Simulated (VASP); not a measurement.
Band structure of Na$_{2}$Te (space group Fm-3m). Level of theory: LDA (Ceperley-Alder, Perdew-Zunger), VASP's LDA PAW potentials (set 64) (plane waves; VASP).

Unless said otherwise, spin-orbit coupling is left out, though it shifts the bands of the heavy elements here.

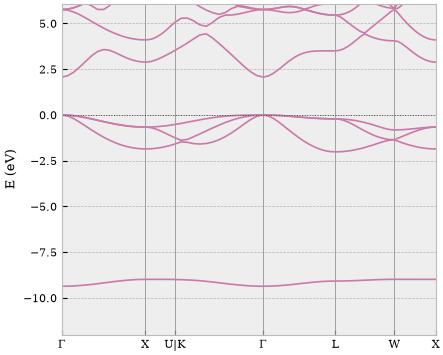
Figure. Bands along high-symmetry lines, zero at the valence-band maximum or, without a gap, the Fermi level

**Question.** Read the plot: is there a gap, and where are the band edges?

**Answer.** The gap is direct, 2.07 eV, from the valence maximum at Γ to the conduction minimum at Γ. (Edges off the drawn lines would not show.)

The structure comes from a computed database's Na2Te entry (Fm-3m); how it stands against other phases isn't given here. It was relaxed first, which changed the volume by -6 %.
